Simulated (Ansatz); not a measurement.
**Ag, pressure series**

The parent structure is Ag in the fcc (Cu type) structure (space group Fm-3m, No. 225; a = 4.002 Å).

Cell and atoms are relaxed at each pressure.

Level of theory: LDA/PAW in Ansatz (an electronic-structure program), spin-orbit coupling left out.

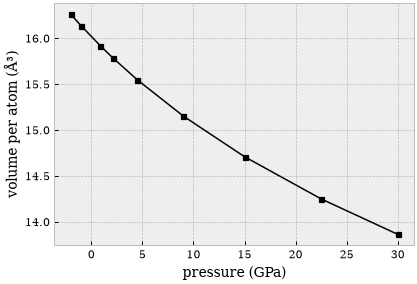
*Volume against pressure*

**Question.** Estimate the zero-pressure bulk modulus from the plot.

**Answer.** About 140 GPa; a third-order Birch–Murnaghan fit to the points gives V₀ = 16.02 Å³/atom, B₀ = 139 GPa and B₀′ = 5.6.

Measured bulk modulus of Ag: 110 GPa (static lattice; corrected from measurement; as listed in H. Levämäki et al., Physical Review B (2014)); the computed value is 26 % above it.

Load acts through the strain it causes; cell and atoms are relaxed under it. Whether these cells are dynamically stable was not tested. No other phases were tried under pressure.
